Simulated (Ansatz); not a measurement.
The starting structures come from a database of crystals and need not be the phases stable at ambient conditions.

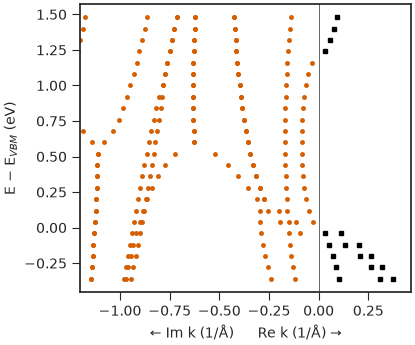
Figure. Complex bands at the centre of the two-dimensional zone; r2SCAN (Ansatz, an electronic-structure program)

No gap correction and no spin-orbit coupling; mid-gap is the computed energy nearest the middle.

### Question
This is CdTe (P6_3mc, wurtzite, 4 atoms a cell, 35.3 Å³ an atom) along the normal of (100). Read off the slowest decay at the centre of the two-dimensional zone at 0.60 eV, the computed energy nearest the middle of the gap.

### Answer
κ ≈ 0.09 1/Å, a decay length 1/(2κ) of the density of 5.9 Å.
